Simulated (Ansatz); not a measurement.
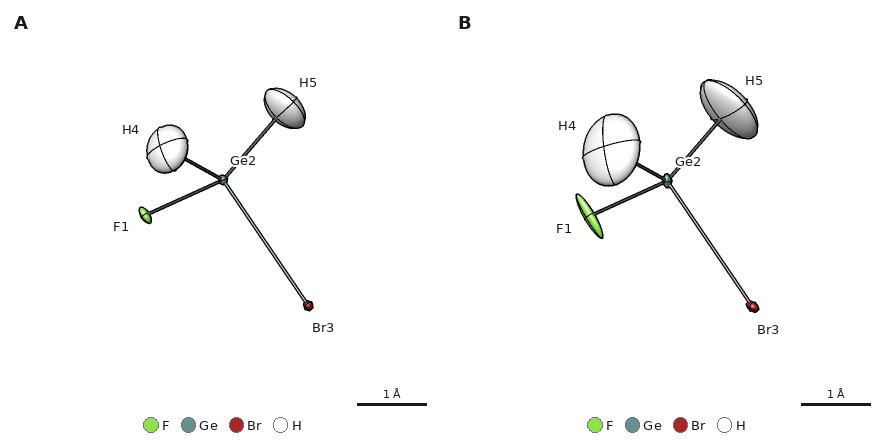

Displacement ellipsoids at the 50 % level, scaled by 1.5, from the internal vibrations of the free molecule (harmonic, no overall translation or rotation; no half-axis is drawn under 0.075 Å). Vibrations computed with RKS PBE0-D4/def2-TZVP (Ansatz 0.2.0). One panel is for 0 K (zero-point motion alone), the other for 900 K.

Which panel is for 900 K?

B.

How much does the mean-square displacement of F1 grow, and why?

U_eq goes from 0.0016 to 0.0095 Å², a factor of 6.1. Modes below kT (626 cm⁻¹ at 900 K) grow about in proportion to T, and the lowest lies at 171 cm⁻¹; the mean-square amplitude of a mode is its zero-point value times coth(ħω/2kT), which comes close to 1 only above about 3kT.
